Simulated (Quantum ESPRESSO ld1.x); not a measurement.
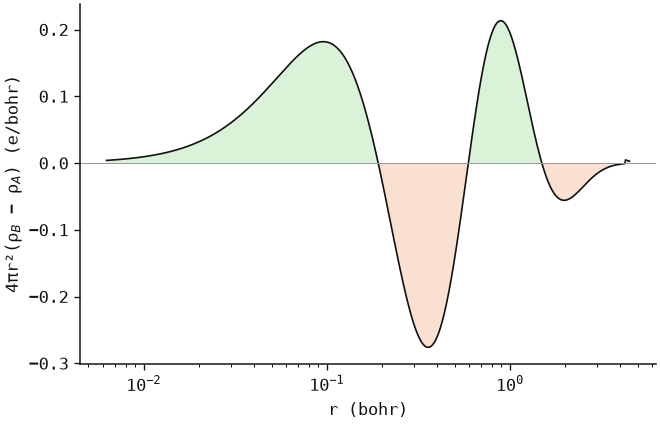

O⁺ (Z = 8, 7 electrons) was computed in two configurations: [He] 2p5 (high spin); [He] 2s1 2p4 (high spin). All numbers are computed, not measured: scalar-relativistic Kohn-Sham, LDA (Slater exchange, Perdew-Zunger correlation), spin-polarised, spherical densities, point nucleus (Quantum ESPRESSO ld1.x 7.5).

The plot shows the radial density of run B less that of run A; on the logarithmic r axis, areas aren't charges.

> Assign A and B and describe the change of the density.

A is [He] 2p5 (high spin); B is [He] 2s1 2p4 (high spin). B holds 0.13 electrons more than A where the difference is positive (most at r = 0.89 bohr) and 0.13 electrons fewer where it is negative (most at r = 0.36 bohr), with no net change. The energy of B less that of A is −18.5 eV.
